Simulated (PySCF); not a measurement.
# Frequency calculation of MoNBr

The run: frequency calculation of MoNBr, multiplicity 3. Method and program: UKS-based PBE0, Mo def2-TZVP with ECP28, N def2-TZVP, Br def2-TZVP; non-relativistic Hamiltonian with a scalar-relativistic core potential; density fitting (PySCF 2.14.0).

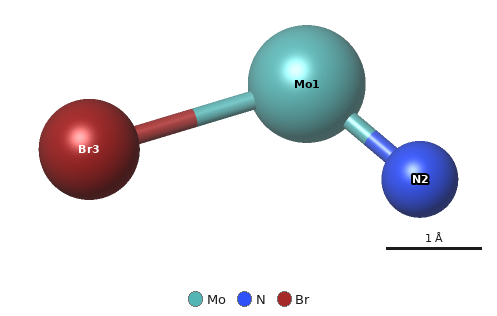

Figure 1. The input geometry (ball-and-stick view, seen at a tilt; atoms are numbered from 1 in the order of the input). Sticks mark near contacts. Bond lengths as drawn: Br–Mo 2.46 Å and Mo–N 1.61 Å.

Summary:

| quantity | value |
| --- | --- |
| outcome | converged |
| total energy | −2696.774613 hartree |
| ⟨S²⟩ | 2.062 |
| zero-point energy | 0.003576 hartree |
| dipole moment | 4.82 D |
| wavenumbers, lowest and highest | 139 and 1151 cm⁻¹ |
| hardware | 4 threads of Arm Neoverse V2, 24 GiB of memory available, shared host |
| wall time | 59 s (CPU time 3.1 min) |
| peak memory | 1 GiB |

Input file:
```python
from pyscf import gto, scf, dft
mol = gto.M(atom='''
Mo    -0.420805    -0.004942    -0.872507
N      0.688849     0.008089    -2.041192
Br     0.399900     0.004696     1.444653''',
    basis={'Mo': 'def2-TZVP', 'N': 'def2-TZVP', 'Br': 'def2-TZVP'},
    ecp={'Mo': 'def2-TZVP'},
    charge=0, spin=2)
mf = dft.UKS(mol, xc='PBE0')
mf.grids.atom_grid = (75, 302)
aux = {'Mo': 'def2-universal-JKFIT', 'N': 'def2-universal-JKFIT', 'Br': 'def2-universal-JKFIT'}
mf = mf.density_fit(auxbasis=aux)
mf.conv_tol = 1e-09
mf.diis_space = 10
mf.max_cycle = 60
mf.verbose = 4
mf.kernel()
```

The script is an equivalent of the set-up of the self-consistent field. The run itself was carried out by a driver, which started from the orbitals of the step before it where there was one and computed the further properties.

Launched with:
```bash
OMP_NUM_THREADS=4 python axn.py task.json out
```

What the program printed:
```
init E= -2696.77461303532
  alpha nocc = 29  HOMO = -0.248271693496288  LUMO = -0.0788084812931937
  beta  nocc = 27  HOMO = -0.289875430438402  LUMO = -0.0965397015303216
  HOMO = -0.248271693496  LUMO = -0.0965397015303  gap/eV = 4.12884
cycle= 1 E= -2696.77461303533  delta_E= -1e-11  |g|= 4.55e-06  |ddm|= 4.52e-06
  alpha nocc = 29  HOMO = -0.248270355030705  LUMO = -0.0788067795897733
  beta  nocc = 27  HOMO = -0.289875696719566  LUMO = -0.0965388307519842
  HOMO = -0.248270355031  LUMO = -0.096538830752  gap/eV = 4.12883
Extra cycle  E= -2696.77461303523  delta_E= 1.04e-10  |g|= 1.63e-05  |ddm|= 1.06e-05
converged SCF energy = -2696.77461303523  <S^2> = 2.0621504  2S+1 = 3.0411514
```

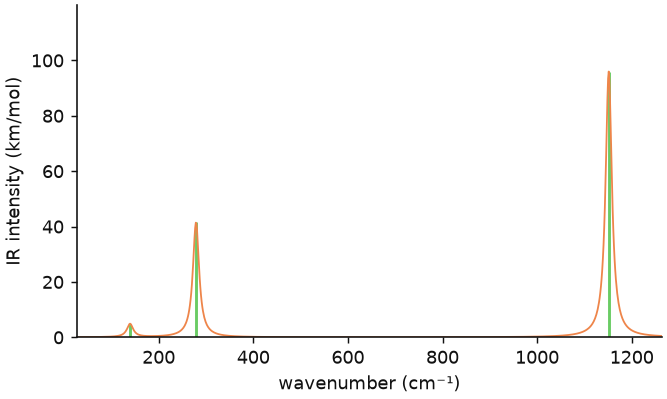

Figure 2. Harmonic infrared spectrum, unscaled: sticks (degenerate modes added up, dark ones marked on the axis) with a Lorentzian envelope of 16 cm⁻¹ full width, scaled to the tallest stick. 3 modes from 139 to 1151 cm⁻¹, none imaginary. The strongest line is at 1151 cm⁻¹ (96 km/mol). All modes, in cm⁻¹ (km/mol): 139 (4.8), 279 (42), 1151 (96).
